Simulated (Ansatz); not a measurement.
# C3H7FGe: from a rough start to a minimum

Aim: relax C3H7FGe from a cheap starting geometry, check the end point by its vibrations and derive ideal-gas thermochemistry.

Program: Ansatz 0.2.0, Gaussian basis. Level of theory: RKS PBE0-D4/def2-TZVP. These are calculated values, not measurements.

Plan: relaxation at PBE-D4/def2-SVP; relaxation at PBE0-D4/def2-TZVP; harmonic vibrations at the same level.

1 further run of the same task is left out (set aside as unsound or not needed).

## (1) Where the work starts

SMILES `C=C[CH2][GeH2][F]`, 12 atoms, charge 0, spin multiplicity 1.

Atoms are counted from 1 here; the program's logs count them from 0.

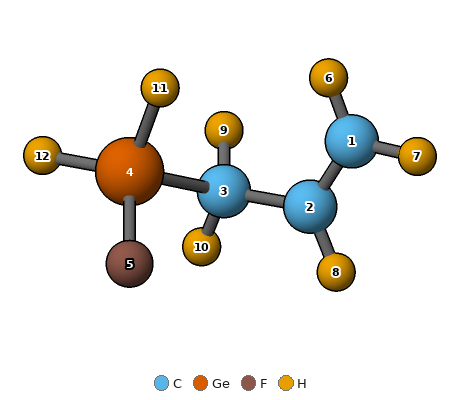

The starting geometry (carbon blue, germanium orange, fluorine brown, hydrogen amber); atoms are numbered from 1 in the order of the file.

The start is a force-field geometry with small random shifts, so a cheaper pass at PBE-D4/def2-SVP comes first.

## (2) Optimising with PBE-D4/def2-SVP (cheap first pass)

in.yaml

```yaml
crystal:
  periodic: [false, false, false]
  atoms:
    - {symbol: C, position_ang: [-1.748400, 0.074400, 0.540000]}
    - {symbol: C, position_ang: [-1.085300, -0.121300, -0.576000]}
    - {symbol: C, position_ang: [0.233500, -0.772800, -0.528000]}
    - {symbol: Ge, position_ang: [1.659200, 0.444500, 0.259900]}
    - {symbol: F, position_ang: [1.681200, 1.890400, -0.719600]}
    - {symbol: H, position_ang: [-1.414700, -0.129400, 1.508200]}
    - {symbol: H, position_ang: [-2.748700, 0.584000, 0.455700]}
    - {symbol: H, position_ang: [-1.460800, 0.157400, -1.550200]}
    - {symbol: H, position_ang: [0.217000, -1.689900, 0.128900]}
    - {symbol: H, position_ang: [0.597200, -1.033700, -1.518300]}
    - {symbol: H, position_ang: [1.157900, 0.795500, 1.733000]}
    - {symbol: H, position_ang: [2.988800, -0.254400, 0.300400]}
basis:
  gaussian: {orbitals: def2-SVP}
hamiltonian: {xc: pbe, dispersion: d4}
relax: {f_tol: 0.03, max_steps: 200}
```

On the command line:

```
> ansatz run in.yaml --threads 4 --pin off --events-out ev --progress --plain --max-ram 10444MiB
```

What it wrote, cut to the lines that bear on the results:

```text
Functional definition: PBE
  name "PBE"
  cite "Perdew, Burke & Ernzerhof, Phys. Rev. Lett. 77, 3865 (1996) doi:10.1103/PhysRevLett.77.3865"
  parent pbe
[...]
1379 factors; their error is unknown
[...]
mean field -62432.77109730 eV, -2294.3620193738 hartree, gradient 4.0e-5 eV, S^2 0.000000; 0 other end points of the search recorded, 0 dependent functions left out
[...]
reference -62432.77113377 eV, -2294.3620207137 hartree; 33, 33 occupied and 90, 90 virtual orbitals, 1379 factors
relax step   1: F+E_penalty+E_count = -62433.01475434 eV  Δ(F+E_penalty+E_count) = +0.000e0 eV  max|allowed force component| = 3.462e0 eV/Å  Δτ_max = 0.0000 Å  (29 SCF iters, accepted)
[...]
relax step   4: F+E_penalty+E_count = -62433.38899770 eV  Δ(F+E_penalty+E_count) = -3.071e-2 eV  max|allowed force component| = 3.278e-1 eV/Å  Δτ_max = 0.1806 Å  (30 SCF iters, accepted)
[...]
relax step   7: F+E_penalty+E_count = -62433.41660923 eV  Δ(F+E_penalty+E_count) = -1.088e-2 eV  max|allowed force component| = 1.866e-1 eV/Å  Δτ_max = 0.1466 Å  (30 SCF iters, accepted)
[...]
relax step  10: F+E_penalty+E_count = -62433.42470518 eV  Δ(F+E_penalty+E_count) = -1.122e-3 eV  max|allowed force component| = 1.008e-1 eV/Å  Δτ_max = 0.0397 Å  (31 SCF iters, accepted)
[...]
1379 factors; their error is unknown
mean field -62433.19100120 eV, -2294.3774505574 hartree, gradient 1.6e-5 eV, S^2 0.000000; 1 other end points of the search recorded, 0 dependent functions left out
[...]
reference -62433.19103843 eV, -2294.3774519253 hartree; 33, 33 occupied and 90, 90 virtual orbitals, 1379 factors
Total energy: -62433.42518202 eV, -2294.3860565439 hartree
Atom 0 at    -2.052422    -0.115245     0.466058 Å, force    -0.017551     0.014075     0.001430 eV/Å
Atom 1 at    -1.028251     0.025369    -0.395839 Å, force     0.017870     0.002094    -0.013139 eV/Å
Atom 2 at     0.262386    -0.730345    -0.343980 Å, force    -0.005512     0.007580     0.000620 eV/Å
Atom 3 at     1.759466     0.446326     0.178478 Å, force    -0.000487     0.002387    -0.003706 eV/Å
Atom 4 at     1.822370     1.719971    -1.045673 Å, force    -0.001330    -0.003173     0.001676 eV/Å
Atom 5 at    -2.021245    -0.850488     1.287612 Å, force     0.004096    -0.008992     0.006788 eV/Å
Atom 6 at    -2.961417     0.499534     0.379320 Å, force     0.002500    -0.002771    -0.001481 eV/Å
Atom 7 at    -1.106115     0.780589    -1.199497 Å, force     0.001560    -0.006384     0.008894 eV/Å
Atom 8 at     0.226949    -1.568953     0.383625 Å, force    -0.000495    -0.001042    -0.002445 eV/Å
Atom 9 at     0.537567    -1.147410    -1.336219 Å, force     0.002330    -0.003848     0.000420 eV/Å
Atom 10 at     1.500126     1.157227     1.532870 Å, force    -0.001560     0.000653     0.002631 eV/Å
Atom 11 at     3.137486    -0.271876     0.127245 Å, force    -0.001422    -0.000579    -0.001687 eV/Å
Dipole moment:    -0.059491    -0.367341     0.208926 e Å
```

Run time: 19 s. Hardware: 4 threads of Arm Neoverse V1, shared host.

Relaxation path:

```csv
step,energy from step 1 (eV),largest force component (eV/Å)
1,0.0000,3.4622
2,-0.3180,1.1003
3,-0.3435,0.4975
4,-0.3742,0.3278
5,-0.3817,0.3831
6,-0.3910,0.2858
7,-0.4019,0.1866
8,-0.4057,0.2081
9,-0.4088,0.1889
10,-0.4100,0.1008
11,-0.4103,0.0398
12,-0.4104,0.0179
```

Close pairs (by a distance rule), those that changed most:

```csv
bond,before (Å),after (Å),change (Å)
C3–Ge4,2.034,1.975,-0.059
C1–H6,1.044,1.103,+0.059
Ge4–H12,1.503,1.555,+0.052
Ge4–H11,1.595,1.551,-0.044
C1–C2,1.313,1.346,+0.033
C1–H7,1.126,1.101,-0.025
C2–H8,1.081,1.106,+0.025
C2–C3,1.472,1.497,+0.025
```

## (3) Relaxation at PBE0-D4/def2-TZVP

in.yaml

```yaml
crystal:
  periodic: [false, false, false]
  atoms:
    - {symbol: C, position_ang: [-2.052422, -0.115245, 0.466058]}
    - {symbol: C, position_ang: [-1.028251, 0.025369, -0.395839]}
    - {symbol: C, position_ang: [0.262386, -0.730345, -0.343980]}
    - {symbol: Ge, position_ang: [1.759466, 0.446326, 0.178478]}
    - {symbol: F, position_ang: [1.822370, 1.719971, -1.045673]}
    - {symbol: H, position_ang: [-2.021245, -0.850488, 1.287612]}
    - {symbol: H, position_ang: [-2.961417, 0.499534, 0.379320]}
    - {symbol: H, position_ang: [-1.106115, 0.780589, -1.199497]}
    - {symbol: H, position_ang: [0.226949, -1.568953, 0.383625]}
    - {symbol: H, position_ang: [0.537567, -1.147410, -1.336219]}
    - {symbol: H, position_ang: [1.500126, 1.157227, 1.532870]}
    - {symbol: H, position_ang: [3.137486, -0.271876, 0.127245]}
basis:
  gaussian: {orbitals: def2-TZVP}
hamiltonian: {xc: pbe0, dispersion: d4}
relax: {f_tol: 0.005, max_steps: 150}
```

The command is unchanged.

What it wrote, cut to the lines that bear on the results:

```text
Functional definition: PBE0
  name "PBE0"
  cite "Adamo & Barone, J. Chem. Phys. 110, 6158 (1999) doi:10.1063/1.478522"
  cite "Perdew, Burke & Ernzerhof, Phys. Rev. Lett. 77, 3865 (1996) doi:10.1103/PhysRevLett.77.3865"
  parent pbe
[...]
1405 factors; their error is unknown
[...]
mean field -62449.26380031 eV, -2294.9681150302 hartree, gradient 2.5e-5 eV, S^2 0.000000; 0 other end points of the search recorded, 0 dependent functions left out
[...]
reference -62449.26383223 eV, -2294.9681162032 hartree; 33, 33 occupied and 181, 181 virtual orbitals, 1405 factors
relax step   1: F+E_penalty+E_count = -62449.46206876 eV  Δ(F+E_penalty+E_count) = +0.000e0 eV  max|allowed force component| = 5.573e-1 eV/Å  Δτ_max = 0.0000 Å  (28 SCF iters, accepted)
[...]
Atom 2 at     0.258212    -0.723048    -0.342558 Å, force    -0.002193     0.001444    -0.000593 eV/Å
Atom 3 at     1.742143     0.437277     0.183191 Å, force    -0.000937     0.000886    -0.000735 eV/Å
Atom 4 at     1.810652     1.695387    -1.028596 Å, force     0.000234    -0.000540     0.000432 eV/Å
Atom 5 at    -1.987270    -0.836262     1.269819 Å, force     0.000058    -0.000012     0.000085 eV/Å
Atom 6 at    -2.927031     0.483884     0.377614 Å, force     0.000168    -0.000006     0.000232 eV/Å
Atom 7 at    -1.107815     0.766681    -1.190420 Å, force    -0.000265     0.000043    -0.000435 eV/Å
Atom 8 at     0.209457    -1.550457     0.371319 Å, force     0.000088    -0.000671    -0.000240 eV/Å
Atom 9 at     0.522644    -1.135398    -1.320918 Å, force     0.000407    -0.000458     0.000322 eV/Å
Atom 10 at     1.495048     1.154173     1.519158 Å, force     0.000008    -0.000003     0.000357 eV/Å
Atom 11 at     3.111976    -0.262183     0.131340 Å, force     0.000214    -0.000048     0.000105 eV/Å
Dipole moment:    -0.068495    -0.399347     0.233859 e Å
```

It took 35 s on 4 threads of Arm Neoverse V1, shared host; peak memory 0.62 GiB.

Relaxation path:

```csv
step,energy from step 1 (eV),largest force component (eV/Å)
1,0.0000,0.5573
2,-0.0486,0.1905
3,-0.0519,0.0541
4,-0.0523,0.0347
5,-0.0525,0.0091
6,-0.0525,0.0063
7,-0.0525,0.0022
```

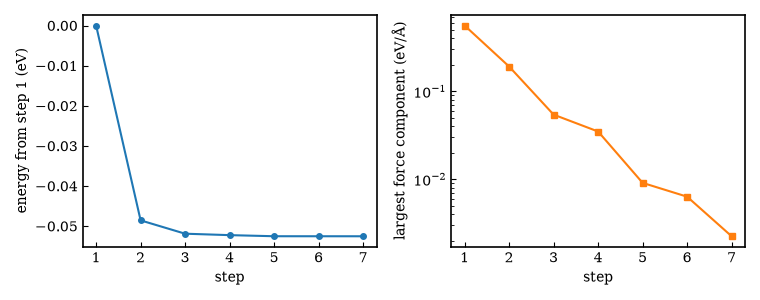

Energy and largest force along the relaxation.

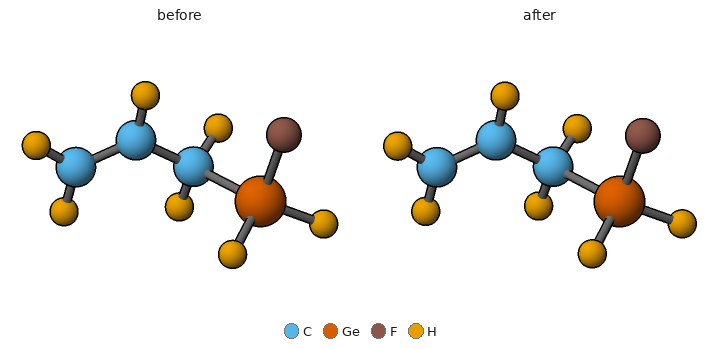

The geometry before (left) and after (right).

Close pairs (by a distance rule), those that changed most:

```csv
bond,before (Å),after (Å),change (Å)
Ge4–F5,1.768,1.748,-0.020
C1–C2,1.346,1.327,-0.019
C3–Ge4,1.975,1.956,-0.019
C2–H8,1.106,1.088,-0.018
C1–H7,1.101,1.083,-0.018
C1–H6,1.103,1.086,-0.017
C3–H9,1.111,1.094,-0.017
C3–H10,1.111,1.094,-0.017
```

Mulliken charges at the end point, from the run's report:

```csv
atom,value (e)
C1,-0.28
C2,-0.13
C3,-0.33
Ge4,0.48
F5,-0.40
H6,0.12
H7,0.13
H8,0.14
H9,0.14
H10,0.15
H11,0.00
H12,-0.01
```

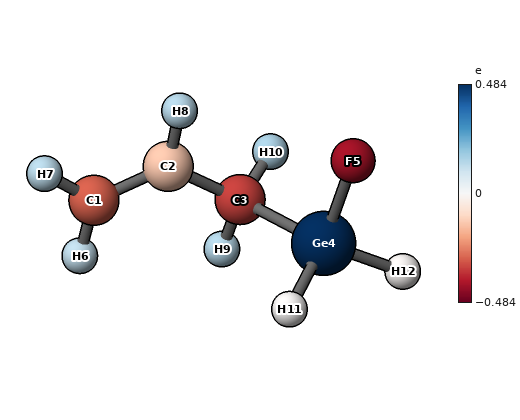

Mulliken charges at the end point, from the run's report, as colours on the atoms.

## (4) Force constants and modes

in.yaml

```yaml
crystal:
  periodic: [false, false, false]
  atoms:
    - {symbol: C, position_ang: [-2.027730, -0.114337, 0.459741]}
    - {symbol: C, position_ang: [-1.023386, 0.028982, -0.395688]}
    - {symbol: C, position_ang: [0.258212, -0.723048, -0.342558]}
    - {symbol: Ge, position_ang: [1.742143, 0.437277, 0.183191]}
    - {symbol: F, position_ang: [1.810652, 1.695387, -1.028596]}
    - {symbol: H, position_ang: [-1.987270, -0.836262, 1.269819]}
    - {symbol: H, position_ang: [-2.927031, 0.483884, 0.377614]}
    - {symbol: H, position_ang: [-1.107815, 0.766681, -1.190420]}
    - {symbol: H, position_ang: [0.209457, -1.550457, 0.371319]}
    - {symbol: H, position_ang: [0.522644, -1.135398, -1.320918]}
    - {symbol: H, position_ang: [1.495048, 1.154173, 1.519158]}
    - {symbol: H, position_ang: [3.111976, -0.262183, 0.131340]}
basis:
  gaussian: {orbitals: def2-TZVP}
hamiltonian: {xc: pbe0, dispersion: d4}
phonons: {temperatures: {t_min: 298.15, t_max: 900, t_step: 200}}
```

The command is unchanged.

What it wrote, cut to the lines that bear on the results:

```text
Functional definition: PBE0
  name "PBE0"
  cite "Adamo & Barone, J. Chem. Phys. 110, 6158 (1999) doi:10.1063/1.478522"
  cite "Perdew, Burke & Ernzerhof, Phys. Rev. Lett. 77, 3865 (1996) doi:10.1103/PhysRevLett.77.3865"
  parent pbe
[...]
1405 factors; their error is unknown
[...]
mean field -62449.31482883 eV, -2294.9699902934 hartree, gradient 3.0e-5 eV, S^2 0.000000; 0 other end points of the search recorded, 0 dependent functions left out
[...]
reference -62449.31486039 eV, -2294.9699914534 hartree; 33, 33 occupied and 181, 181 virtual orbitals, 1405 factors
[...]
1405 factors; their error is unknown
mean field -62449.31458373 eV, -2294.9699812864 hartree, gradient 9.0e-7 eV, S^2 0.000000; 0 other end points of the search recorded, 0 dependent functions left out
[...]
reference -62449.31461530 eV, -2294.9699824464 hartree; 33, 33 occupied and 181, 181 virtual orbitals, 1405 factors
[...]
Atom 5 at    -1.987270    -0.836262     1.269819 Å, force     0.000045    -0.000006     0.000081 eV/Å
Atom 6 at    -2.927031     0.483884     0.377614 Å, force     0.000178    -0.000013     0.000234 eV/Å
Atom 7 at    -1.107815     0.766681    -1.190420 Å, force    -0.000263     0.000039    -0.000427 eV/Å
Atom 8 at     0.209457    -1.550457     0.371319 Å, force     0.000090    -0.000655    -0.000249 eV/Å
Atom 9 at     0.522644    -1.135398    -1.320918 Å, force     0.000406    -0.000455     0.000327 eV/Å
Atom 10 at     1.495048     1.154173     1.519158 Å, force     0.000013    -0.000009     0.000351 eV/Å
Atom 11 at     3.111976    -0.262183     0.131340 Å, force     0.000219    -0.000052     0.000100 eV/Å
Dipole moment:    -0.068495    -0.399346     0.233859 e Å
Vibrations: 50.39 89.21 149.25 258.59 391.20 488.03 556.93 645.42 679.23 709.10 771.45 828.57 865.22 941.85 953.88 1030.95 1067.44 1177.97 1218.32 1328.78 1426.03 1458.03 1715.87 2151.61 2170.08 3056.51 3111.76 3150.68 3163.10 3243.14 cm⁻¹, zero-point energy 2.408305 eV
```

Wall time 3.7 min (4 threads of Arm Neoverse V1, shared host); peak memory 0.62 GiB.

Motions are named by where the mode's potential energy lies. Wavenumbers, unscaled:

```csv
mode,cm⁻¹,motion
1,50,torsion
2,89,torsion
3,149,bend
4,259,bend
5,391,bend
6,488,bend with torsion
7,557,Ge–C stretch with torsion
8,645,bend with torsion
9,679,Ge–F stretch
10,709,torsion with bend
11,771,bend with torsion
12,829,bend with torsion
13,865,bend with torsion
14,942,torsion with out-of-plane bend
15,954,bend with C–C stretch
16,1031,torsion
17,1067,bend with torsion
18,1178,bend
19,1218,bend
20,1329,bend
21,1426,bend
22,1458,bend
23,1716,C–C stretch
24,2152,Ge–H stretch
25,2170,Ge–H stretch
26,3057,C–H stretch
27,3112,C–H stretch
28,3151,C–H stretch
29,3163,C–H stretch
30,3243,C–H stretch
```

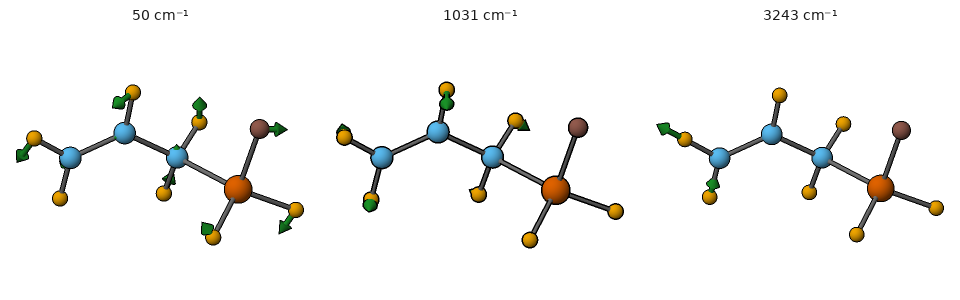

Displacements of 3 modes, as arrows.

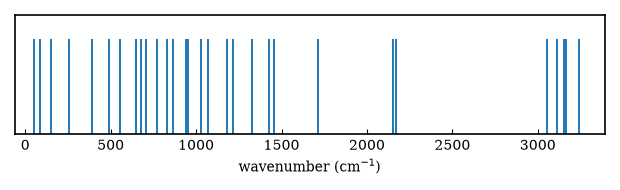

The harmonic wavenumbers as sticks (no intensities were computed).

From these modes and the moments of inertia (298.15 K, 1 bar, symmetry number 1):

```csv
term,value
zero-point energy,55.5 kcal/mol
H(298) − E,60.6 kcal/mol
"entropy, translation",170.0 J/(mol K)
"entropy, rotation",114.2 J/(mol K)
"entropy, vibration",71.8 J/(mol K)
"entropy, total",356.0 J/(mol K)
```

## (5) Outcome

| quantity | value |
| --- | --- |
| point group | C1 |
| steps | 12 + 7 |
| shift from the start (rms) | 0.447 Å |
| total energy | -62449.5146 eV |
| dispersion term | -200 meV |
| dipole moment | 2.25 D |
| lowest, highest wavenumber | 50, 3243 cm⁻¹ |
| zero-point energy | 55.5 kcal/mol |
| entropy at 298.15 K | 356.0 J/(mol K) |

In words: The atoms moved 0.45 Å (rms) from the start; the bond that changed most is C3–Ge4, from 2.034 to 1.956 Å. No mode is imaginary: a true minimum at this level. The stiffest mode, 3243 cm⁻¹, is a C–H stretch, and 3 modes under 200 cm⁻¹ make the vibrational entropy uncertain. Harmonic hybrid wavenumbers usually lie a few per cent above measured fundamentals. The largest Mulliken charge, +0.48 e, sits on Ge4.
